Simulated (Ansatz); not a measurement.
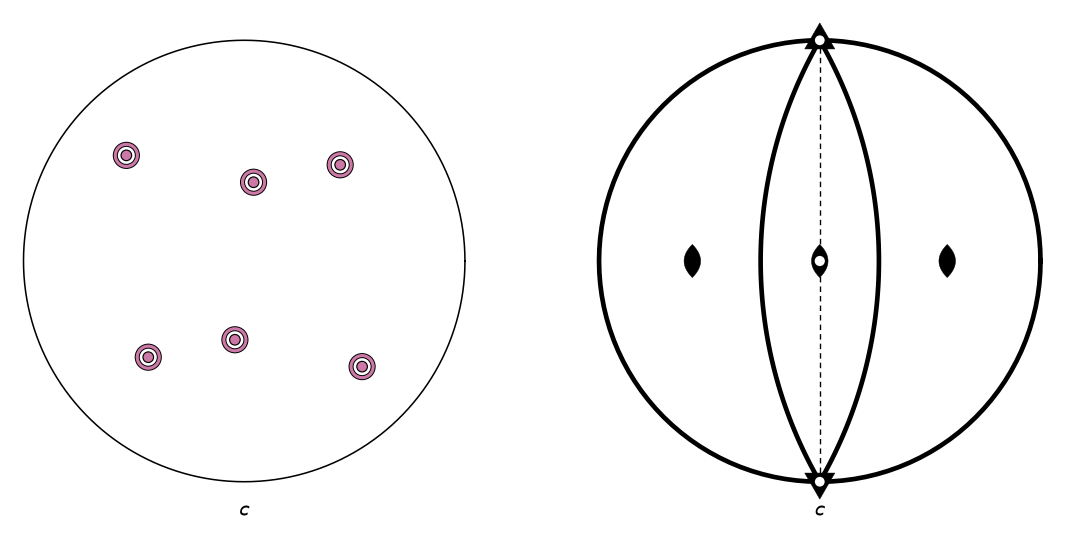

Stereographic projection: filled dots lie in the upper hemisphere, open rings in the lower; heavy lines are mirror planes (a heavy rim: a mirror in the plane of the page); lens, triangle, square and hexagon are 2-, 3-, 4- and 6-fold axes, a lens in an open square is −4, a triangle in an open hexagon −6; thin dashed diameters join the ends of axes that lie in the page; a small open circle marks inversion. The b axis points at the viewer. Left: one general form; right: the symmetry elements. Computed from the symmetry operations of a computed or model structure of composition ScF, which need not be its known form.

Question: Name the crystal class.

Answer: -3m (D3d), order 12, trigonal system: one threefold axis, three twofold axes, three mirror planes, an inversion centre.

Question: Can such a crystal be piezoelectric, pyroelectric or chiral?

Answer: It is centrosymmetric, so neither piezoelectric nor pyroelectric; it is not chiral.
